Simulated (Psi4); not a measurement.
# C3F6 (hexafluoropropylene) at wB97M-V/def2-TZVP (density fitting)

What is the vertical ionisation energy of C3F6 (hexafluoropropylene) at wB97M-V/def2-TZVP (density fitting)? 

The results are computed with Psi4 1.11.

### Step 1. The structure to begin with

C3F6: 9 atoms, total charge 0, spin state singlet. SMILES: `FC(F)=C(F)C(F)(F)F`. The coordinates come from a PBE0-D4/def2-TZVP relaxation.

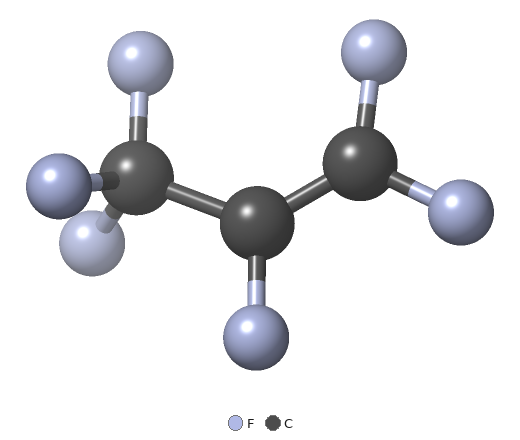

The structure, seen from a chosen angle (fluorine light blue, carbon dark grey).

### Step 2. The energy at wB97M-V/def2-TZVP (density fitting)

calc.py reads:

```python
import psi4

psi4.set_memory(2200000000)
psi4.set_num_threads(1)
psi4.set_output_file('output.dat', False)

m = psi4.geometry("""
F
C 1 1.300652
F 2 1.303319 1 112.02881
C 2 1.326397 1 125.59299 3 179.99741
F 4 1.330952 2 119.17521 1 -179.98819
C 4 1.496042 2 127.37511 1 -0.00305
F 6 1.335866 4 110.5039 2 -120.70424
F 6 1.335847 7 107.11166 4 120.41401
F 6 1.328308 8 108.31767 7 -116.63255
symmetry c1
no_reorient
no_com
""")

options = {'basis': 'def2-TZVP', 'puream': True, 'e_convergence': 1e-09, 'd_convergence': 1e-08, 'scf_type': 'df', 'dft_radial_points': 99, 'dft_spherical_points': 590}
psi4.set_options(options)

energy_value, wavefunction = psi4.energy("WB97M-V", molecule=m, return_wfn=True)
print('E =', round(energy_value, 9))
```

The run is started by

```console
$ python calc.py
```

output.dat:

```text
[...]
  Running in c1 symmetry.
[...]
  Nuclear repulsion =  512.614799859788945
[...]
  Multiplicity = 1
[...]
  Nalpha       = 36
  Nbeta        = 36
[...]
    Number of basis functions: 279
[...]
   @DF-RKS iter   1:  -713.34992910797416   -2.42998e-01   2.28514e-03 ADIIS/DIIS
[...]
   @DF-RKS iter  13:  -713.48338866896870   -5.11591e-12   2.25865e-09 DIIS
[...]
    Orbital Energies [Eh]
    ---------------------
    Doubly Occupied:
       1A    -24.984045     2A    -24.982043     3A    -24.961241
       4A    -24.955264     5A    -24.953518     6A    -24.953507
       7A    -10.626698     8A    -10.560113     9A    -10.473619
      10A     -1.478796    11A     -1.472493    12A     -1.415173
      13A     -1.403662    14A     -1.388375    15A     -1.382119
      16A     -0.972200    17A     -0.872506    18A     -0.801237
      19A     -0.761830    20A     -0.748887    21A     -0.735008
      22A     -0.724008    23A     -0.695230    24A     -0.690326
      25A     -0.623573    26A     -0.609085    27A     -0.605937
      28A     -0.602627    29A     -0.599415    30A     -0.594039
      31A     -0.584346    32A     -0.562582    33A     -0.560076
      34A     -0.543972    35A     -0.513322    36A     -0.388660
[...]
  @DF-RKS Final Energy:  -713.48338866896870
   => Energetics <=
    Nuclear Repulsion Energy =            512.6147998597889455
    One-Electron Energy =               -2008.2528323132437436
    Two-Electron Energy =                 839.8930253057243362
    DFT Exchange-Correlation Energy =     -58.0293965740058297
    Empirical Dispersion Energy =           0.0000000000000000
    VV10 Nonlocal Energy =                  0.2910150527675031
    Total Energy =                       -713.4833886689687006
[...]
 Multipole Moments:
 ------------------------------------------------------------------------------------
     Multipole            Electronic (a.u.)      Nuclear  (a.u.)        Total (a.u.)
 ------------------------------------------------------------------------------------
 L = 1.  Multiply by 2.5417464519 to convert [e a0] to [Debye]
 Dipole X            :         -0.0000316           -0.0001128           -0.0001444
 Dipole Y            :         -0.0641590           -0.3299307           -0.3940898
 Dipole Z            :         -0.2587060            0.0677272           -0.1909788
 Magnitude           :                                                    0.4379266
[...]
```

Standard output:

```text
E = -713.483388669
```

Run time: 5.4 min. Hardware: 1 thread of AMD EPYC 7R43 (Zen 3), shared host; peak memory 1.9 GiB.

### Step 3. The doublet cation, same level

job.json reads:

```json
{
 "schema_name": "qcschema_input",
 "schema_version": 1,
 "molecule": {
  "schema_name": "qcschema_molecule",
  "schema_version": 2,
  "symbols": ["F", "C", "F", "C", "F", "C", "F", "F", "F"],
  "geometry": [3.82389861, -0.51236144, 1.12108002, 2.47888604, -0.15089463, -0.90412057, 3.87051815, -0.06659395, -2.93444232, -0.0131147, 0.10958522, -0.97313337, -1.14727163, 0.47037173, -3.18885614, -1.80614354, 0.04860376, 1.21178688, -3.49644686, -1.80308218, 0.91710299, -3.09486117, 2.21430548, 1.35827845, -0.6154838, -0.30993398, 3.39228516],
  "molecular_charge": 1,
  "molecular_multiplicity": 2,
  "fix_symmetry": "c1"
 },
 "driver": "energy",
 "model": {
  "method": "wb97m-v",
  "basis": "def2-TZVP"
 },
 "keywords": {
  "reference": "uks",
  "puream": true,
  "e_convergence": 1e-09,
  "d_convergence": 1e-08,
  "scf_type": "df",
  "dft_radial_points": 99,
  "dft_spherical_points": 590,
  "maxiter": 100
 }
}
```

The run is started by

```console
$ psi4 --qcschema job.json -n 1 --memory 2200MB
```

stdout:

```text
[...]
  Running in c1 symmetry.
[...]
  Nuclear repulsion =  512.614790003591224
[...]
  Multiplicity = 2
[...]
  Nalpha       = 36
  Nbeta        = 35
[...]
    Number of basis functions: 279
[...]
   @DF-UKS iter   1:  -712.94657362003159    1.60357e-01   2.25802e-03 DIIS/ADIIS
[...]
   @DF-UKS iter  15:  -713.08687483918823   -1.56888e-11   4.25384e-09 DIIS
[...]
   @S^2 Observed:                7.520309699E-01
[...]
    Orbital Energies [Eh]
    ---------------------
    Alpha Occupied:
       1A    -25.265084     2A    -25.261457     3A    -25.253944
       4A    -25.160652     5A    -25.153910     6A    -25.153891
       7A    -10.886014     8A    -10.848125     9A    -10.808112
      10A     -1.747062    11A     -1.697185    12A     -1.683219
      13A     -1.672346    14A     -1.587124    15A     -1.579520
      16A     -1.283036    17A     -1.124271    18A     -1.056520
      19A     -1.016399    20A     -0.998910    21A     -0.978999
      22A     -0.957122    23A     -0.932099    24A     -0.927727
      25A     -0.900167    26A     -0.874831    27A     -0.869950
      28A     -0.851923    29A     -0.841704    30A     -0.798911
      31A     -0.798589    32A     -0.760687    33A     -0.760295
      34A     -0.749304    35A     -0.736894    36A     -0.696434
[...]
  @DF-UKS Final Energy:  -713.08687483918823
   => Energetics <=
    Nuclear Repulsion Energy =            512.6147900035912244
    One-Electron Energy =               -1990.7259554204520100
    Two-Electron Energy =                 822.5160456715514101
    DFT Exchange-Correlation Energy =     -57.7804647542176824
    Empirical Dispersion Energy =           0.0000000000000000
    VV10 Nonlocal Energy =                  0.2887096603387928
    Total Energy =                       -713.0868748391882264
  UHF NO Occupations:
  HONO-2 :   34  A 1.9997884
  HONO-1 :   35  A 1.9996599
[...]
 Multipole Moments:
 ------------------------------------------------------------------------------------
     Multipole            Electronic (a.u.)      Nuclear  (a.u.)        Total (a.u.)
 ------------------------------------------------------------------------------------
 L = 1.  Multiply by 2.5417464519 to convert [e a0] to [Debye]
 Dipole X            :          1.0636330            0.2371042            1.3007372
 Dipole Y            :         -0.0363415            0.0026219           -0.0337195
 Dipole Z            :         -0.6437000           -0.2391986           -0.8828986
 Magnitude           :                                                    1.5724389
[...]
```

The result, in JSON:

```text
{
 "driver": "energy",
 "model": {
  "method": "wb97m-v",
  "basis": "def2-TZVP"
 },
 "success": true,
 "return_result": -713.0868748391882,
 "properties": {
  "calcinfo_nbasis": 279,
  "calcinfo_nmo": 279,
  "calcinfo_nalpha": 36,
  "calcinfo_nbeta": 35,
  "calcinfo_natom": 9,
  "nuclear_repulsion_energy": 512.6147900035912,
  "return_energy": -713.0868748391882,
  "scf_one_electron_energy": -1990.725955420452,
  "scf_two_electron_energy": 822.5160456715514,
  "scf_vv10_energy": 0.2887096603387928,
  "scf_xc_energy": -57.78046475421768,
  "scf_dipole_moment": [1.30073721112079, -0.033719535059208654, -0.8828985664970002],
  "scf_total_energy": -713.0868748391882,
  "scf_iterations": 15
 }
}
```

It took 8.9 min on 1 thread of AMD EPYC 7R43 (Zen 3), shared host; peak memory 1.9 GiB.

### Step 4. Outcome

Level: wB97M-V/def2-TZVP (density fitting).

```
                                          quantity          value
                        singlet C3F6: total energy  -713.48339 Eh
                       singlet C3F6: dipole moment         1.11 D
                         singlet C3F6: HOMO energy      -10.58 eV
                         singlet C3F6: LUMO energy        1.86 eV
                       singlet C3F6: HOMO–LUMO gap       12.43 eV
                      doublet cation: total energy  -713.08687 Eh
doublet cation: HOMO energy (highest over α and β)      -18.95 eV
 doublet cation: LUMO energy (lowest over α and β)      -10.97 eV
                              doublet cation: ⟨S²⟩          0.752
vertical ionisation energy (to the doublet cation)      10.790 eV
```

The vertical ionisation energy comes to 10.79 eV (1041 kJ/mol). −ε(HOMO) before ionisation, 10.58 eV, is 0.21 eV below this ionisation energy.
